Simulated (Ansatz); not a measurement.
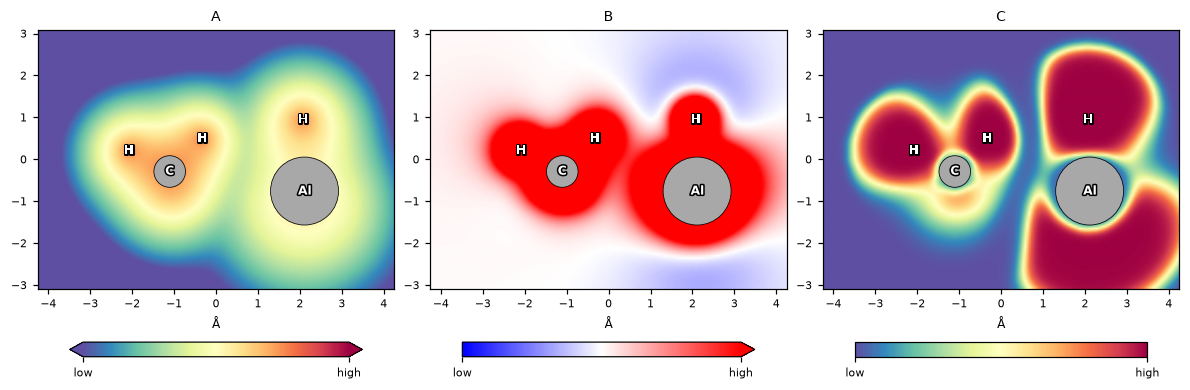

AlH···CH$_{4}$: 3 fields on the plane of atoms H3, C2 and H4, with unlabelled colour scales. Grey discs cover the atomic cores.

Theory: Ansatz, RKS PBE-D4/6-31G*.

**Which field does each panel show? The fields are: electron density, electron localisation function and electrostatic potential.**

Panel A: electron density. Panel B: electrostatic potential (strongly positive close to the atoms, with negative regions outside electron-rich atoms). Panel C: electron localisation function. From the grid: Al1···H3 (2.75 Å): the density falls to about 0.06 e/Å³ on the way; the ELF dips to about 0.05 between them. C–H (1.10 Å): the density is about 1.9 e/Å³ at the midpoint; the ELF climbs to about 1 towards the hydrogen, as it does in any bond to H (a covalent bond by its length).
